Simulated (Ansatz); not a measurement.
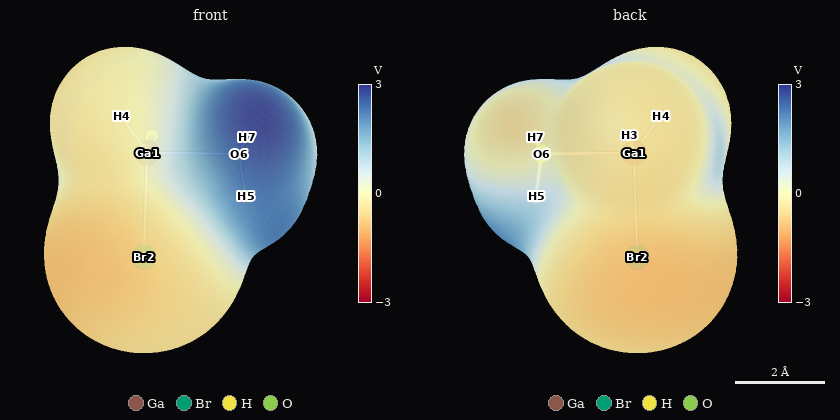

Figure 1: BrGaH₄O. The electrostatic potential painted on the density surface at 0.001 e/bohr³, seen from the front and from behind; the colour scale runs from red (negative) to blue (positive).

The calculation used RKS B3LYP-D4/def2-SVP (Ansatz).

Input file:

```
crystal:
  periodic: [false, false, false]
  atoms:
    - { symbol: Ga, position_ang: [-1.2084, -0.731654, -0.186798] }
    - { symbol: Br, position_ang: [0.614233, -2.077247, 0.610036] }
    - { symbol: H, position_ang: [-1.44213, -0.820481, -1.722309] }
    - { symbol: H, position_ang: [-1.991453, -0.033089, 0.96885] }
    - { symbol: H, position_ang: [1.638072, 0.487407, 0.088485] }
    - { symbol: O, position_ang: [1.223003, 1.292453, -0.262088] }
    - { symbol: H, position_ang: [1.166675, 1.88261, 0.503824] }
basis:
  gaussian: { orbitals: def2-SVP }
hamiltonian:
  xc: b3lyp
  dispersion: d4
relax:
  f_tol: 0.03
  max_steps: 50
output:
  orbitals: {}
```

Launched as:

```sh
ansatz run input.yaml --threads 2 --pin off --max-ram 3072MiB --backend cpu --events-out ev --progress --plain --runs-dir out
```

The fields are those of the relaxed geometry.

**Describe the electrostatic potential map.**

The most negative region (about −0.9 V, or −21 kcal/mol for a unit charge) lies over Br2, the most positive (about +2.9 V, or +67 kcal/mol for a unit charge) over H7.
